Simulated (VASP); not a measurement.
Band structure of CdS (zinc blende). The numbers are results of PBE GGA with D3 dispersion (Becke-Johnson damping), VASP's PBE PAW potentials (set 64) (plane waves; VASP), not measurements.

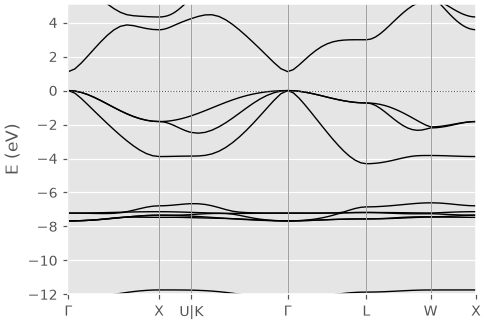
Fig. 1. Bands along high-symmetry lines, zero at the valence-band maximum or, without a gap, the Fermi level

### Question
Read the plot: is there a gap, and where are the band edges?

### Answer
The gap is direct, 1.11 eV, from the valence maximum at Γ to the conduction minimum at Γ. (Edges off the drawn lines would not show.)

Measured: gap 2.48 eV at 4 K (computed value off by -1.37 eV), as given by arXiv:1206.3780.

The compound is CdS in the zinc blende structure, a metastable form; wurtzite is the usual one. It was relaxed first.
